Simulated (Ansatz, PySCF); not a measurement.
Breaking the Sn1–F2 bond in ClFSn (SMILES [F][Sn][Cl]) (multiplicity 1 held, fragments rigid). Energies count from the point at 1.951 Å.
Geometry at that point (charge 0, multiplicity 1):
```xyz
3

Sn     0.1909     0.1489     0.4976
F      0.9072     1.4228    -0.7953
Cl    -1.0418    -1.1911    -1.0426
```

Restricted levels (R-, RO-) in cc, def2 and unpolarised 6-31G sets keep to the state of the molecule at rest. Unrestricted levels (U-) break spin symmetry where that is lower. Left out are points that failed, MP2 points in a non-variational dive below the minimum, coupled-cluster points behind a sign of a changed root (a jump of the amplitudes, or a one-step jump against full CI or MRCI), small-basis points behind a change of solution, and semi-empirical points at long bonds. Curves can end on different states.

Frozen-core correlation. Filled d and f shells under p-block atoms count as core. Rows in LANL2DZ carry no dispersion term and start afresh at each structure. LANL2DZ brings its own core potentials from Na on.

Run with Ansatz (Gaussian orbitals); PySCF for LANL2DZ rows. Values without a source in brackets are computed. In def2 rows elements past Kr take small-core potentials, without spin–orbit coupling.

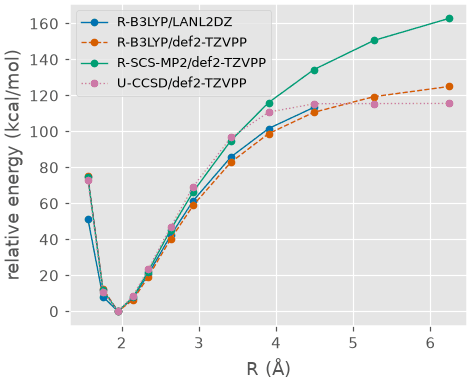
Figure: Relative energy along the coordinate

Problem. Read off the R-B3LYP/LANL2DZ curve at R = 1.561.

Solution. about 52 kcal/mol

Doubts at one or more of the structures used: a restricted determinant that unrestricted orbitals would lower (R-B3LYP/LANL2DZ, R-B3LYP/def2-TZVPP, R-SCS-MP2/def2-TZVPP); a spin-contaminated determinant (U-CCSD/def2-TZVPP); T1 above 0.05 (U-CCSD/def2-TZVPP).

Ansatz is a first-principles code.
